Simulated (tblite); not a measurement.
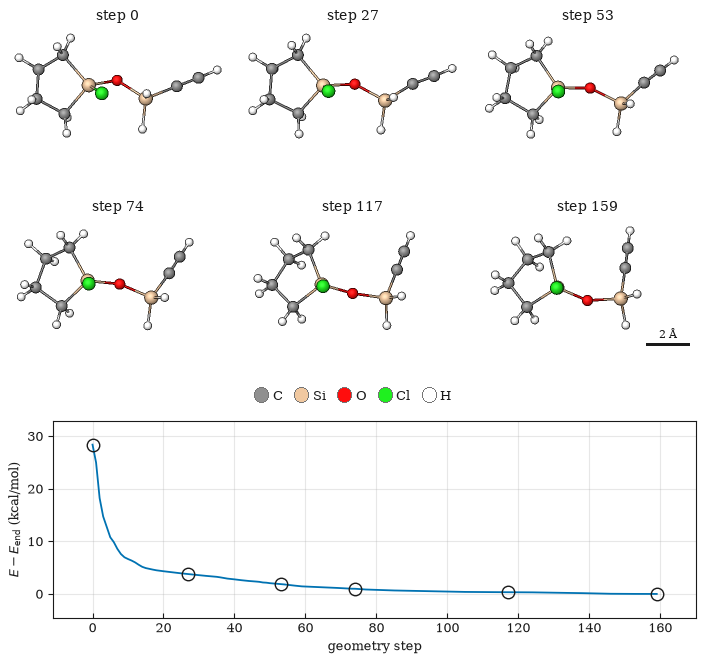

Frames of a relaxation of C6H11ClOSi2, marked on the history of the run. The picture is a ball-and-stick view, seen at a tilt.

These are results of tblite, GFN2-xTB geometry optimisation, gas phase, not measurements. 

What happens along the run?

The energy falls by 28.4 kcal/mol in 159 geometry steps. The atom that moves furthest after the best rigid fit is an H atom (3.10 Å). By element the largest moves are H 3.10 Å, C 2.19 Å, O 1.88 Å, Cl 1.05 Å, Si 0.88 Å. Some distances before and after: Cl–Si 3.120 → 4.214 Å, Si–Si 2.795 → 3.171 Å, O–Si 1.738 → 1.634 Å, O–Si 1.713 → 1.618 Å. Among the angles between lasting bonds that change: Si–O–Si 108.2° → 154.4°, H–Si–H 107.6° → 116.3°, O–Si–H 110.3° → 103.3°. Groups turn about O–Si by about 125°, O–Si by about 120°. The run took 3.4 s on 1 thread of Arm Neoverse N1, on a shared host. From step 0 to 27: O and H atoms move most (0.59 Å), energy −24.6 kcal/mol. From step 27 to 53: an H atom moves most (0.80 Å), energy −1.91 kcal/mol. From step 53 to 74: an H atom moves most (0.82 Å), energy −0.89 kcal/mol. From step 74 to 117: an H atom moves most (0.72 Å), energy −0.65 kcal/mol. From step 117 to 159: an H atom moves most (0.75 Å), energy −0.34 kcal/mol.

```tsv
step	E − E(0), kcal/mol
0	0.00
1	-3.40
2	-10.17
3	-13.66
4	-15.66
5	-17.61
6	-18.54
7	-19.82
8	-20.80
9	-21.42
10	-21.75
18	-23.89
26	-24.54
34	-25.06
41	-25.69
49	-26.25
57	-26.81
65	-27.14
73	-27.39
81	-27.65
88	-27.78
96	-27.89
104	-27.99
112	-28.04
120	-28.07
128	-28.12
135	-28.20
143	-28.32
151	-28.38
159	-28.39
```
